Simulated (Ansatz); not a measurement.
# Calculations on CH7ClGe

Part 1: Relaxation

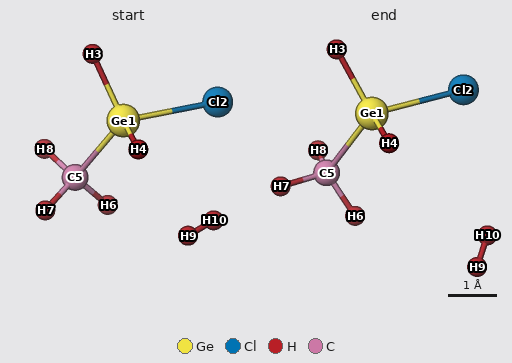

The structure of CH$_{7}$ClGe before (left) and after (right) a relaxation, at one scale.

The picture is a ball-and-stick view, seen at a tilt.

The run prepares an end point of a later path (reaction) calculation, from a guessed geometry.

These are results of Ansatz 0.2.0, RKS B3LYP-D4/def2-mTZVP, not measurements. (no spin polarisation; force threshold 0.03 eV/Å; at most 50 steps)

### Describe what moved and what it gained.

H9 moves most after the best rigid fit: 0.96 Å. By element the largest moves are H 0.96 Å, Cl 0.33 Å, Ge 0.21 Å, C 0.14 Å. Near-neighbour distances that change, for instance: H9–H10 0.707 → 0.742 Å, Ge1–Cl2 2.214 → 2.197 Å, Ge1–C5 1.963 → 1.955 Å. Groups turn about Ge1–C5 by about 35°. After 11 accepted moves (12 points after the start) the energy has fallen by 19.4 kJ/mol. Largest force component: 1.2 eV/Å at the start, 0.0013 eV/Å at the end. The line search rejected the trial step at point 8 of the run. The forces were under the threshold at step 7, but the run went on from there.

Limits of the set-up: the start holds two separate molecules, 2.4 Å apart at their closest, whose relative position is a soft coordinate.

Part 2: Relaxation

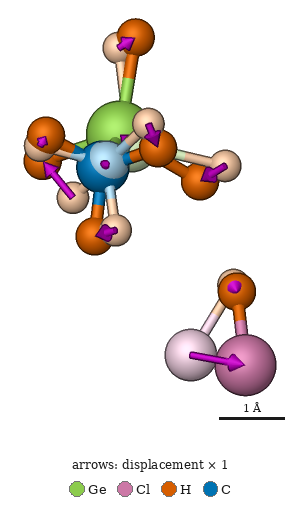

A relaxation of CH7ClGe. The starting structure is drawn faded, the final one solid; purple arrows show the displacements, at their true length. The two geometries are superimposed by the best rigid fit.

A ball-and-stick model, seen from a free direction.

The run prepares an end point of a later path (reaction) calculation, from a guessed geometry.

Computed with RKS B3LYP-D4/def2-mTZVP in Ansatz 0.2.0. (no spin polarisation; force threshold 0.03 eV/Å; at most 50 steps)

What happened in the run?

Answer. Over 21 accepted moves (25 points after the start) the energy falls by 0.102 eV. The largest force component goes from 0.71 to 0.019 eV/Å. The line search rejected the trial steps at points 3, 8, 10, 20 of the run. The forces were under the threshold at step 9, but the run went on from there. The Cl atom moves most after the best rigid fit: 0.99 Å. By element the largest moves are Cl 0.99 Å, H 0.74 Å, Ge 0.23 Å, C 0.13 Å. Near-neighbour distances that change, for instance: Cl–Ge 3.431 → 4.155 Å, Cl–H 1.338 → 1.304 Å, Ge–H 1.536 → 1.540 Å. The run took 69 s on 2 threads of Arm Neoverse V1 (shared host), peak memory 0.21 GiB.

Part 3: Path

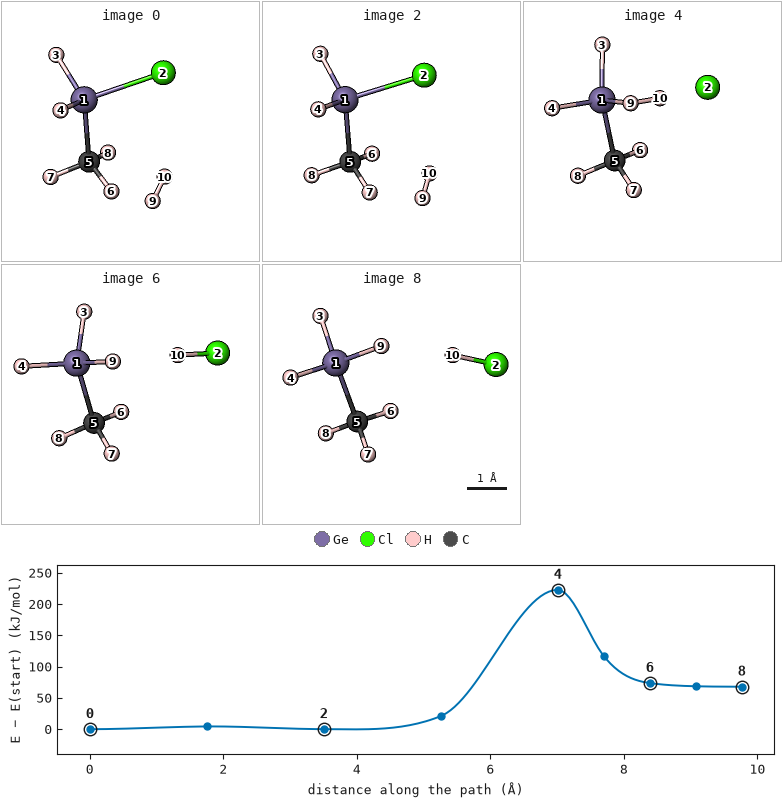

NEB run on CH$_{7}$ClGe, made up at the start of CH5ClGe and H$_{2}$. Images are numbered from 0 (start) to 8 (end). A ball-and-stick model, seen from a free direction.

The calculation used RKS B3LYP-D4/def2-mTZVP (Ansatz). Set-up: 7 movable images; climbing image; force threshold 0.03 eV/Å; iteration limit 60; starting path through a guess of the saddle point.

> Describe the mechanism and the energy profile.

The path has more than one stage, and so few images may leave a stage unresolved. Breaking: Ge1–Cl2 (2.20 → 2.75 at the top → 4.15 Å), H9–H10 (0.74 → 0.86 at the top → 1.93 Å). Forming: Cl2–H10 (3.15 → 1.83 at the top → 1.30 Å), Ge1–H9 (3.88 → 1.88 at the top → 1.55 Å). Forward barrier 222.8 kJ/mol, backward barrier 154.8 kJ/mol, with image 4 at the top; the reaction energy is +68.0 kJ/mol. The band converged in 34 iterations. The largest component of the band force went from 3.8 to 0.017 eV/Å. The climbing image converged on the top of the path. Its vibrational analysis gives one imaginary mode (909i cm⁻¹), as a transition state must have.

Limits of the set-up: the start holds two separate molecules, 3.0 Å apart at their closest, whose relative position is a soft coordinate.
